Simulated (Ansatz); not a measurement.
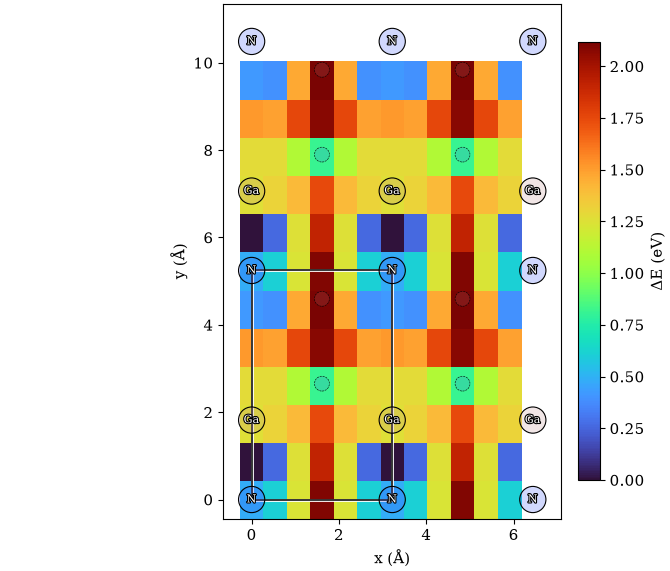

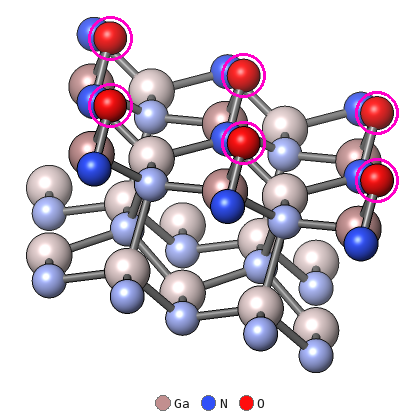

Energy landscape of O on a GaN(100) slab cut from the P6_3mc phase, its upper half relaxed before the scan (8 atoms of substrate and one adsorbate in a 1 × 1 cell). O is moved over the surface cell; relaxed at each place: the height of the adsorbate's atoms; substrate rigid; the origin of the map has the adsorbate above N8. Places are given modulo a cell vector. The map is drawn in real space over the plane of the surface. The scan uses a 6 × 6 grid; 24 points were computed and 12 follow by symmetry. Energies: eV, counted from the lowest grid point. Energies and slopes of some neighbouring points disagree (a jump in structure or state, or too coarse a mesh). The magnetic moment jumps between some neighbouring points. With one adsorbate in each 1 × 1 cell, its nearest image is 3.2 Å away, so neighbouring adsorbates interact. Level of theory: DFT PBE, scalar-relativistic, plane waves, PAW in Ansatz. Settings: cutoff 420 eV, k-mesh 8×5×1, gaussian smearing 0.05 eV, spin-polarised.

In the figure: one coloured cell a grid point, labelled circles for the atoms of the top layer and small ones for the second layer, the outline of one cell of the 2 × 2 shown. The second picture is the structure at the lowest point; rings mark the moved atoms.

Describe this landscape.

Answer. The lowest grid point is at (0/6, 1/6) of the cell vectors [nearest 1 N at 1.58 Å]. The highest grid point, (3/6, 5/6) of the cell vectors [nearest 1 Ga at 2.42 Å and 2 N at 2.46 Å], lies 2.11 eV above the lowest. At the lowest point the adsorbate has 1 N at 1.58 Å as nearest neighbours, at the highest 1 Ga at 2.42 Å and 2 N at 2.46 Å. Its relaxed height above the top atom is 1.32 Å at the lowest and 1.64 Å at the highest point.

Grid values (eV):

```
second ↓, first →   0/6   1/6   2/6   3/6   4/6   5/6
              5/6  0.42  0.40  1.47  2.11  1.47  0.40
              4/6  1.52  1.49  1.76  2.08  1.76  1.49
              3/6  1.28  1.28  1.10  0.82  1.10  1.28
              2/6  1.26  1.31  1.41  1.74  1.41  1.31
              1/6  0.00  0.26  1.26  1.91  1.26  0.26
              0/6  0.48  0.61  1.24  2.09  1.24  0.61
```

The whole map (24 points run) took 12 min on 4 threads of AMD EPYC 9R45 96-Core Processor (Zen 5), on a shared host.

PAW datasets: the set soft_1.
